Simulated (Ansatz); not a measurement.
# AlBrClH2N (SMILES [NH2][Al]([Cl])[Br]): what the fields show

The calculation's input:

```
crystal:
  periodic: [false, false, false]
  atoms:
    - {symbol: N, position_ang: [-0.060198, 1.030306, -0.052287]}
    - {symbol: Al, position_ang: [0.078081, -0.708395, 0.049241]}
    - {symbol: Cl, position_ang: [1.403943, -1.566664, 1.407072]}
    - {symbol: Br, position_ang: [-1.168974, -2.010925, -1.279060]}
    - {symbol: H, position_ang: [0.466841, 1.676676, 0.511361]}
    - {symbol: H, position_ang: [-0.677492, 1.514902, -0.682427]}
basis:
  gaussian: {orbitals: def2-TZVPP}
hamiltonian: {xc: pbe0, dispersion: d4}
output: {orbitals: {seedname: orbitals}}
```

Command:

```sh
ansatz run in.yaml --threads 2 --pin off --events-out ev --progress --plain --max-ram 32768MiB --backend cpu
```

Geometry: PBE0-D4/def2-TZVP.

Computed with RKS PBE0-D4/def2-TZVPP (Ansatz).

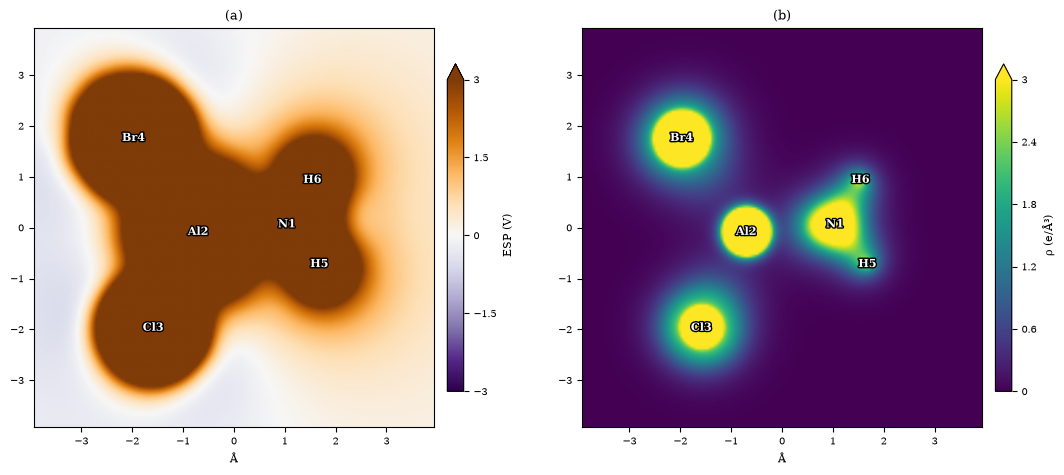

Figure 1. (a) electrostatic potential; (b) electron density on the molecular plane.

**What do the fields say about this system?**

- Atoms in the plane: N, Al, Cl, Br and H.
- Al–N (1.75 Å): ρ at the midpoint is about 0.92 e/Å³.
- Al–Cl (2.08 Å): ρ at the midpoint is about 0.76 e/Å³.
- Al–Br (2.24 Å): the density is about 0.68 e/Å³ at the midpoint.
- N–H (1.01 Å): ρ is about 2.9 e/Å³ halfway.
- Outside the dense part of the molecule the potential is most negative (−0.5 V) near Cl3.

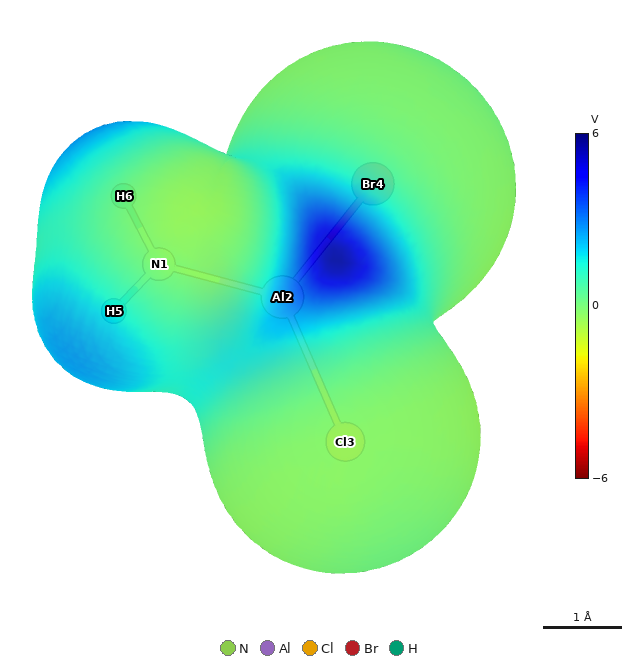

Figure 2. The electrostatic potential painted on the density surface at 0.004 e/bohr³, seen at a tilt; red is negative and blue positive.

**Describe the electrostatic potential map.**

The most negative region (about −0.6 V) lies over N1, the most positive (about +5.0 V) over Al2. Br4 shows a σ-hole: about +0.4 V at the tip opposite its bond, against about −0.2 V on its flanks.

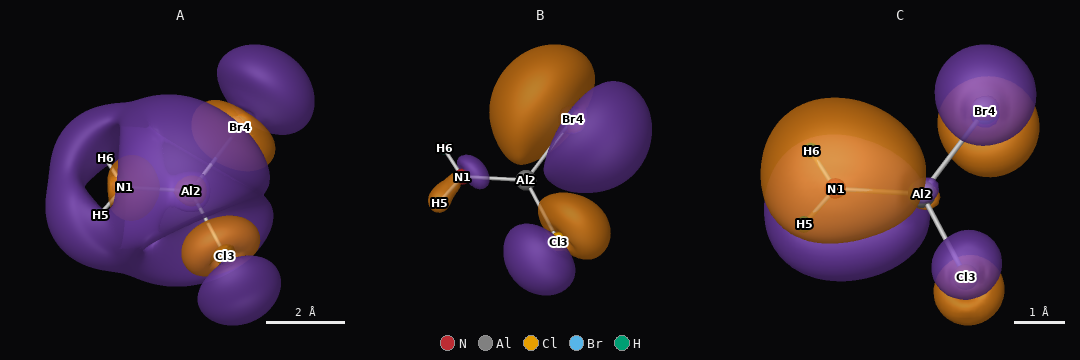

Figure 3. Three frontier orbitals at ±0.05 Å⁻³ᐟ² (orange and purple are the two phases), in no order.

**Which picture is the HOMO−1, the HOMO and the LUMO?**

B is the HOMO−1 (−8.68 eV). By Hirshfeld shares it lies mainly on Br4 (about 85 %) and Cl3 (about 10 %); it is symmetric in the molecular plane (an in-plane orbital: σ, lone-pair or in-plane π type); largely a lone pair of Br4. C is the HOMO (−8.01 eV). It lies mainly on N1 (about 65 %) and Br4 (about 5 %); it changes sign across the molecular plane (π type); π-antibonding (a node) across Al2–Br4. A is the LUMO (−0.70 eV). It lies mainly on Al2 (about 50 %), Br4 (about 20 %), Cl3 (about 15 %) and N1 (about 10 %); it is symmetric in the molecular plane (an in-plane orbital: σ, lone-pair or in-plane π type).

**What is the HOMO–LUMO gap?**

7.31 eV between the orbital energies.
